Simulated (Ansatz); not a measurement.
The relaxed structure here is a generated cell of BaTiO3: the first start was made by placing the elements on the sites of a structure type, and the end was not matched to a known phase here, so it may be hypothetical. Known forms of BaTiO3 include space group No. 99, 221.

The end point of a relaxation of BaTiO$_{3}$. Space group Pmma (No. 51). These are PBE (plane waves to 420 eV, PAW, scalar-relativistic; Ansatz, a first-principles code) values and carry that method's errors.

```cif
data_Ba2O6Ti2
_chemical_formula_sum 'Ba2 Ti2 O6'
_space_group_name_H-M_alt 'P 1'
_space_group_IT_number 1
_cell_length_a 8.00752
_cell_length_b 3.98907
_cell_length_c 4.15154
_cell_angle_alpha 90.000
_cell_angle_beta 90.000
_cell_angle_gamma 90.000
loop_
_space_group_symop_operation_xyz
  'x, y, z'
loop_
_atom_site_label
_atom_site_type_symbol
_atom_site_fract_x
_atom_site_fract_y
_atom_site_fract_z
_atom_site_occupancy
Ba1 Ba 0.00000 0.00000 0.00000 1
Ba2 Ba 0.50000 0.00000 0.00000 1
Ti1 Ti 0.25000 0.50000 0.46908 1
Ti2 Ti 0.75000 0.50000 0.53092 1
O1 O 0.00000 0.50000 0.50000 1
O2 O 0.50000 0.50000 0.50000 1
O3 O 0.25000 0.50000 0.02862 1
O4 O 0.75000 0.50000 0.97138 1
O5 O 0.25000 0.00000 0.51328 1
O6 O 0.75000 0.00000 0.48672 1
```

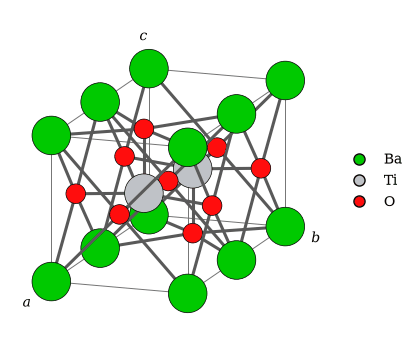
Figure: The conventional cell of the relaxed structure

```yaml
volume_per_atom: 13.26 Å³
band_gap: 1.81 eV, indirect (valence top at T, conduction bottom at Γ) (no spin-orbit coupling)
smallest_direct_gap: 2.15 eV at Γ
shortest_distances: O–Ti 1.83 Å; O–O 2.80 Å; Ba–O 2.83 Å; Ba–Ti 3.43 Å
k-mesh: 4×8×8
```

Band energies at high-symmetry points (eV from the VBM; labels of this space group; no spin-orbit coupling), from −5 eV up to 4.4 eV:

```
point                                                                                                                                                  energies
-----  --------------------------------------------------------------------------------------------------------------------------------------------------------
Γ      -4.02 -2.90 -2.84 -2.46 -2.40 -2.40 -2.40 -2.21 -1.92 -1.92 -1.57 -1.42 -1.25 -1.19 -1.18 -0.67 -0.52 -0.34 1.81 1.98 2.31 2.48 3.48 3.68 3.87 4.10 4.17
X           -3.23 -3.23 -2.64 -2.64 -2.55 -2.55 -2.16 -2.16 -1.86 -1.86 -1.45 -1.45 -1.35 -1.35 -1.02 -1.02 -0.95 -0.95 2.39 2.39 2.73 2.73 2.87 2.87 4.15 4.15
S           -4.11 -4.11 -3.44 -3.44 -3.23 -3.23 -2.85 -2.85 -2.55 -2.55 -1.75 -1.75 -1.55 -1.55 -1.35 -1.35 -0.50 -0.50 2.93 2.93 3.57 3.57 3.61 3.61 4.34 4.34
Y                -4.34 -4.05 -4.01 -3.85 -3.11 -2.98 -2.83 -2.57 -2.13 -2.06 -2.01 -1.93 -1.92 -1.40 -1.07 -1.05 -1.03 -0.04 2.19 3.49 3.57 3.57 3.68 3.79 3.90
Z                -4.26 -4.08 -3.89 -3.88 -2.97 -2.77 -2.70 -2.58 -2.21 -2.08 -1.99 -1.88 -1.73 -1.10 -1.02 -0.73 -0.71 -0.40 1.93 3.35 3.47 3.49 3.49 3.86 3.97
U                     -4.05 -4.05 -3.44 -3.44 -3.22 -3.22 -2.74 -2.74 -2.49 -2.49 -1.50 -1.50 -1.32 -1.32 -1.15 -1.15 -0.77 -0.77 2.77 2.77 3.48 3.48 3.51 3.51
R                     -4.26 -4.26 -3.76 -3.76 -3.26 -3.26 -3.02 -3.02 -2.65 -2.65 -2.60 -2.60 -0.79 -0.79 -0.54 -0.54 -0.38 -0.38 3.71 3.71 3.76 3.76 3.92 3.92
T                      -4.44 -4.26 -4.08 -3.83 -3.78 -3.74 -2.90 -2.63 -2.60 -2.56 -2.55 -1.80 -1.03 -1.00 -0.42 -0.36 -0.35 0.00 3.36 3.49 3.77 4.03 4.12 4.12
```

No spin polarisation in the result.

The run could not lose the symmetry of its start, so the end can be a saddle point.

It was reached from a disturbed copy of a Pm-3m (No. 221) cell (cubic perovskite type), against which it lies -7 meV/atom.
